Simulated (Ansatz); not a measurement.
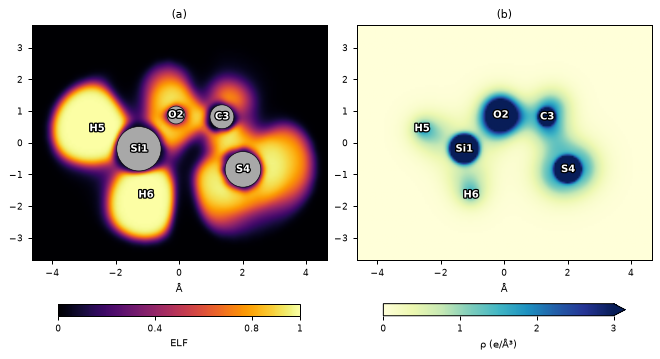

The picture shows: CH5OSSi (charge +1). (a) ELF; (b) total electron density on the plane of atoms O2, C3 and S4. Grey discs cover the atomic cores in the ELF map.

Level of theory: Ansatz, UKS PBE0-D4/def2-SVP.

Input

```
crystal:
  periodic: [false, false, false]
  atoms:
    - { symbol: Si, position_ang: [0.0037, 1.46759, -0.9873] }
    - { symbol: O, position_ang: [0.21071, -0.07044, -0.79173] }
    - { symbol: C, position_ang: [0.32716, -1.06899, 0.21178] }
    - { symbol: S, position_ang: [-0.08122, -0.39806, 1.8448] }
    - { symbol: H, position_ang: [0.15691, 1.7003, -2.40405] }
    - { symbol: H, position_ang: [-0.2855, 2.37623, 0.10777] }
    - { symbol: H, position_ang: [-0.32417, -1.90076, -0.05753] }
    - { symbol: H, position_ang: [1.37002, -1.39471, 0.2324] }
    - { symbol: H, position_ang: [-1.37761, -0.71117, 1.84386] }
total_charge: 1
magnetization:
  spin_polarized: true
basis:
  gaussian: { orbitals: def2-SVP }
hamiltonian:
  xc: pbe0
  dispersion: d4
relax:
  f_tol: 0.02
  max_steps: 50
output:
  orbitals: {}
```

Launched as:

```sh
ansatz run input.yaml --threads 2 --pin off --max-ram 3072MiB --backend cpu --events-out ev --progress --plain --runs-dir out
```

The fields are those of the run's last geometry, not of the input's.

**What do the fields say about this system?**

The section cuts through Si, O, C, S and H sites. C–O (1.45 Å): ρ at the midpoint is about 1.8 e/Å³, with its minimum of 1.5 e/Å³ about 0.5 Å from C; the ELF peaks at about 0.90 between the atoms (a polar covalent bond). Si–O (1.59 Å): the density is about 1.2 e/Å³ at the midpoint; the ELF peaks at about 0.85 between the atoms (a polar covalent bond). C–S (1.79 Å): ρ is about 1.3 e/Å³ halfway; the ELF peaks at about 0.95 between the atoms; localised, covalent bonding. Si–H (1.47 Å): the density is about 0.86 e/Å³ at the midpoint; the ELF climbs to about 1 towards the hydrogen, as it does in any bond to H. The ELF also peaks beside S4 and O2, away from the bonds: lone-pair regions.
